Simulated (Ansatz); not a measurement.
Input file:

```
crystal:
  periodic: [false, false, false]
  atoms:
    - { symbol: Zr, position_ang: [-0.28712, -0.417627, -1.326207] }
    - { symbol: Cl, position_ang: [1.625504, -1.46214, 0.262723] }
    - { symbol: F, position_ang: [-0.111641, -1.215364, -3.038737] }
    - { symbol: F, position_ang: [-2.060289, -0.799327, -0.768915] }
    - { symbol: F, position_ang: [-0.0658, 1.452464, -1.585579] }
    - { symbol: H, position_ang: [0.574205, 0.077385, 2.119063] }
    - { symbol: O, position_ang: [-0.106822, 0.775355, 2.170658] }
    - { symbol: H, position_ang: [0.431962, 1.589354, 2.166895] }
basis:
  gaussian: { orbitals: def2-SVP }
hamiltonian:
  xc: revpbe
relax:
  f_tol: 0.03
  max_steps: 50
output:
  orbitals: {}
```

Run with:

```sh
ansatz run input.yaml --threads 2 --pin off --max-ram 3072MiB --backend cpu --events-out ev --progress --plain --runs-dir out
```

The fields are those of the run's last geometry, not of the input's.

Core potentials replace the inner electrons of Zr.

These are results of RKS revPBE/def2-SVP (Ansatz 0.2.0), not measurements.

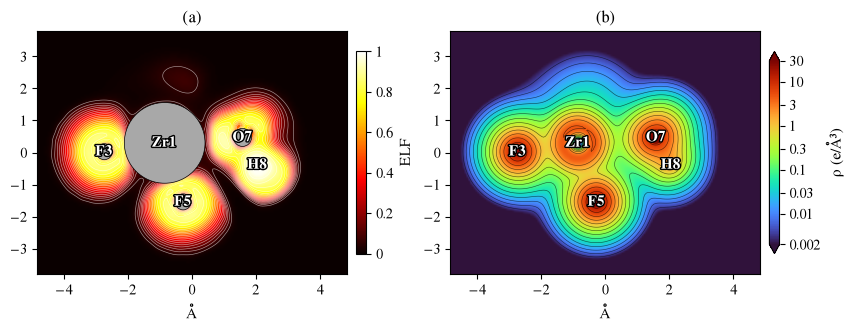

ClF3H2OZr. (a) ELF; (b) electron density on the plane of atoms F5, Zr1 and O7. Grey discs cover the atomic cores in the ELF map.

> Describe what can be read from this map.

The plane passes through Zr, F, O and H nuclei. Zr–F (1.91 Å): the density is about 0.92 e/Å³ at the midpoint; the ELF peaks at about 0.85 in the valence shell of F, 0.5 Å from its nucleus, and drops to about 0.20 between the two atoms. Zr–O (2.44 Å): ρ at the midpoint is about 0.28 e/Å³; the ELF peaks at about 0.90 in the valence shell of O, 0.7 Å from its nucleus, and drops to about 0.10 between the two atoms. O–H (0.98 Å): ρ at the midpoint is about 3.6 e/Å³; the ELF climbs to about 1 towards the hydrogen, as it does in any bond to H; a covalent bond by its length.
